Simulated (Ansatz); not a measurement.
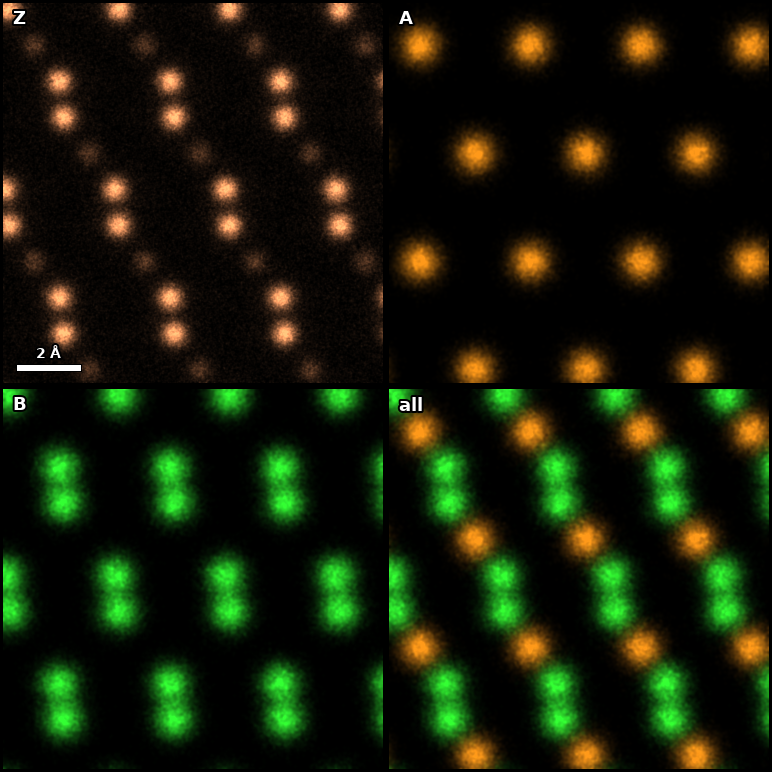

TiBe₂Sb₂ (P-3m1, No. 164) along [101]. Panel Z: The image is simulated as a sum over atoms of Z^1.7, blurred by a 0.56 Å probe (no channelling). The probe carries 25 % of its weight in a tail 2.5 times as wide. Shot noise was added. The other panels are simulated element maps (the number of atoms of one element along the beam, blurred by 0.9 Å, with counting noise; each on its own scale, no channelling); the last overlays them. Structure used: the geometry relaxed with Ansatz, DFT PBE, scalar-relativistic, plane waves, PAW; the starting structure was generated, so it need not be a known form of this composition.

Space group P-3m1 (No. 164). a = 3.944 Å, b = 3.944 Å, c = 7.491 Å, α = 90.00°, β = 90.00°, γ = 120.00°
```
atom  site  symmetry       x       y       z
  Ti    1a      -3m.  0.0000  0.0000  0.0000
  Be    2d       3m.  0.3333  0.6667  0.8529
  Sb    2d       3m.  0.3333  0.6667  0.2685
```

Which element does each lettered map show?

A: Ti, B: Sb. The projected cell (3.49 × 3.84 Å, 117°) holds 5 columns: 2 of Be, 2 of Sb and 1 of Ti. No column is shared by two of the mapped elements.
